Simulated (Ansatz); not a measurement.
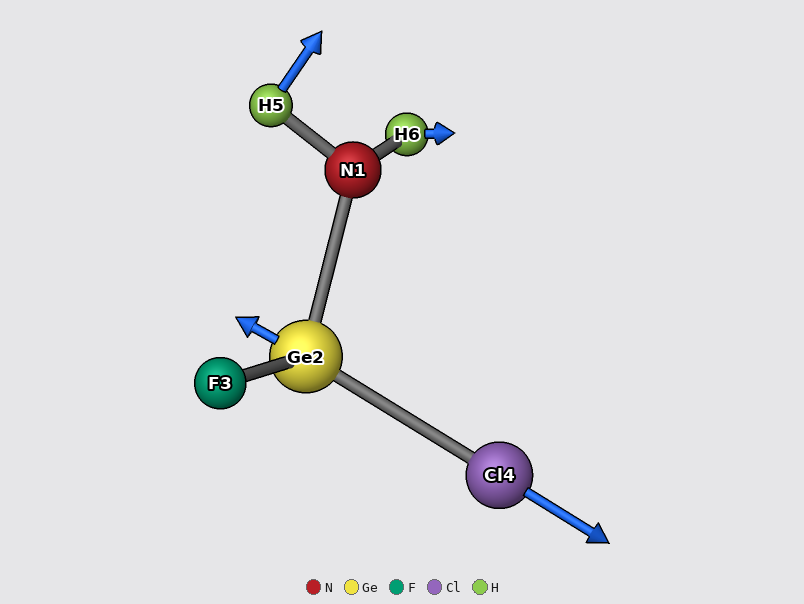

The arrows show one normal mode. Charge 0, doublet. Harmonic vibrations computed with UKS PBE0-D4/def2-TZVP (Ansatz 0.2.0) at a stationary point of the same level.

> Describe the motion.

Mostly Ge–Cl stretching.

> Estimate its harmonic wavenumber.

405 cm⁻¹; it is mode 5 of 12 counted from the lowest.
